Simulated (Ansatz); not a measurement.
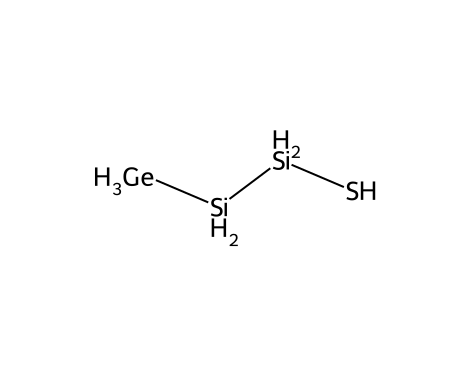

Structural formula above. The geometry was computed by an optimisation with PBE0-D4/def2-TZVP. No frequency run is at hand to confirm it as a minimum.

What does the molecule look like in three dimensions?

Formula GeH₈SSi₂. As SMILES it reads `S[SiH2][SiH2][GeH3]`. Among its groups: Si–H bond. The point group is C1. Coordination: 1 S bent; 2 Si tetrahedral; 1 Ge tetrahedral.

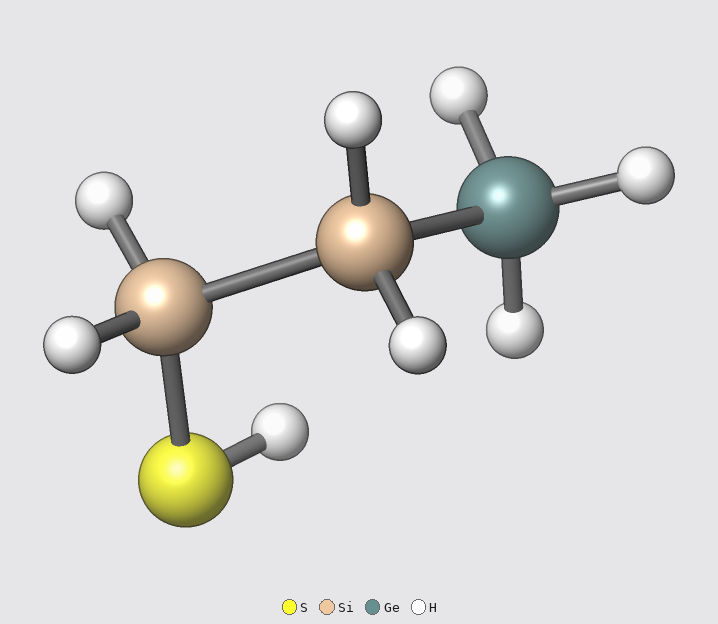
